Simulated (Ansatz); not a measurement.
Equilibrium of SiH2(CH3)(OH) ⇌ SiH2O + CH4 at process temperatures

Species: SiH2(CH3)(OH), singlet; SiH2O (oxosilane) `O=[SiH2]`, singlet; CH4 (methane) `C`, singlet. 

The electronic reaction energy at CCSD(T)/CBS estimate is +186.7 kJ/mol. Shapes: PBE0-D4/def2-TZVP. Flexible molecules stand in one conformer, not always the lowest. Programs: Ansatz 0.2.0. Enthalpy and entropy come from rigid-rotor, harmonic-oscillator sums on unscaled PBE0-D4/def2-TZVP wavenumbers, ideal gases at 1 bar; R ln 2 is added for the mirror twin of the chiral shape of SiH2(CH3)(OH). Symmetry numbers: SiH2(CH3)(OH) 1, SiH2O 2, CH4 12. R = 8.3145 J/(mol K).

| T (K) | ΔH (kJ/mol) | ΔS (J/(mol K)) |
| --- | --- | --- |
| 300 | +179.5 | +118.9 |
| 500 | +177.2 | +113.1 |
| 700 | ? | ? |

Problem. Work out ln K at 300 and 500 K, and from these estimate it at 700 K.

Solution. 
1. 300 K: ΔG = +179.5 − 300 × (+118.9)/1000 = +143.8 kJ/mol; ln K = −ΔG/RT = -57.65.
2. 500 K: ΔG = +177.2 − 500 × (+113.1)/1000 = +120.6 kJ/mol; ln K = −ΔG/RT = -29.01.
3. Slope against 1000/T: (-29.01 − (-57.65))/(2.0000 − 3.3333) = -21.48, that is −ΔH/R with ΔH near +179 kJ/mol.
4. 700 K: ln K = -57.65 + (-21.48) × (1.4286 − 3.3333) = -16.74.

The full sums give ΔH = +173.7 kJ/mol, ΔS = +107.3 J/(mol K), ΔG = +98.6 kJ/mol and ln K = -16.94 at 700 K, so the line is off by +0.20 in ln K; without rounding the miss is +0.21, from the change of ΔH with temperature. The reactants are favoured over this whole range. The number of molecules rises, which sets the sign of ΔS, and lower pressure favours the products. An error of 10 kJ/mol in the energy moves ln K by 1.7 at 700 K. Soft modes are treated as harmonic, which can err either way at these temperatures; the lowest are those of SiH2(CH3)(OH) (168 cm⁻¹). Other conformers aren't counted. T1 is large for SiH2O (0.022), so single-reference values are less sure there. The CBS estimate extrapolates MP2 from def2-TZVPP and def2-QZVPP and adds CCSD(T) − MP2 in the triple-zeta set, cores frozen.

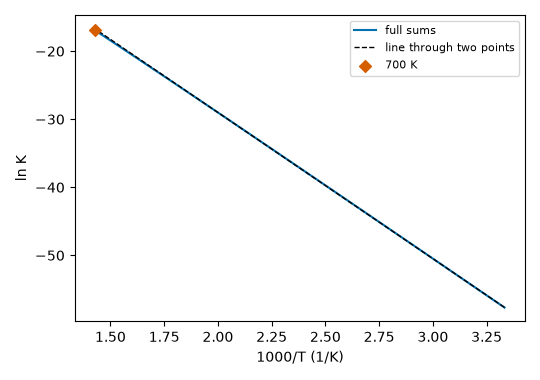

The van 't Hoff plot.
